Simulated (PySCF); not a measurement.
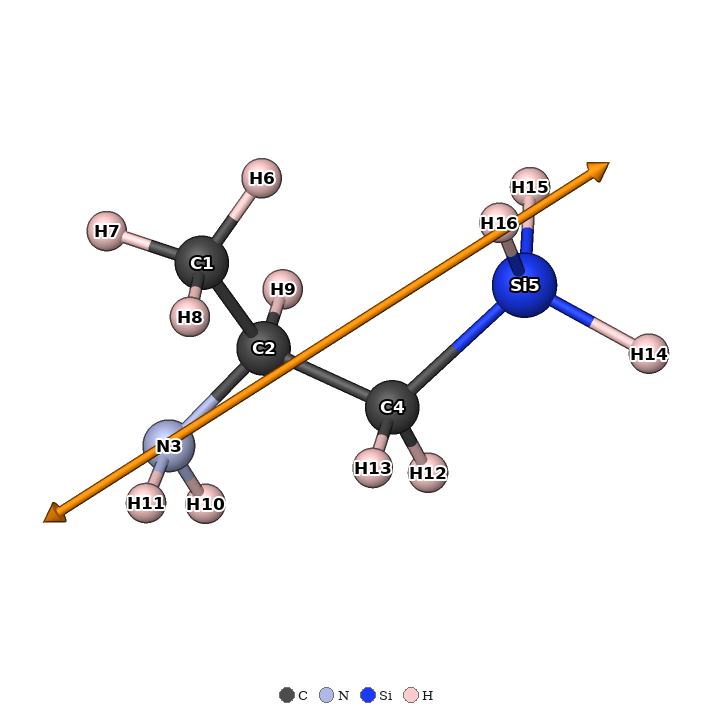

The double arrow shows the direction of the transition dipole to excited singlet state 6 (its length means nothing). The computed structure is the end point of a GFN2-xTB optimisation. No frequency run is at hand to confirm it as a minimum. Level of theory: TDDFT CAM-B3LYP/def2-SVPD, vertical, gas phase, core orbitals frozen in the response (PySCF 2.14.0).

How is the transition polarised?

Close to the long direction N3···Si5.

Give its energy, strength and character.

8.10 eV (153 nm), oscillator strength 0.11, of mixed character, with the largest part HOMO → LUMO+1 (weight 0.32); transition dipole 1.87 D.

The geometry is semi-empirical. Around Si such bond lengths and angles can be off by a tenth of an ångström or more and by several degrees, and values that hang on the shape move with them.
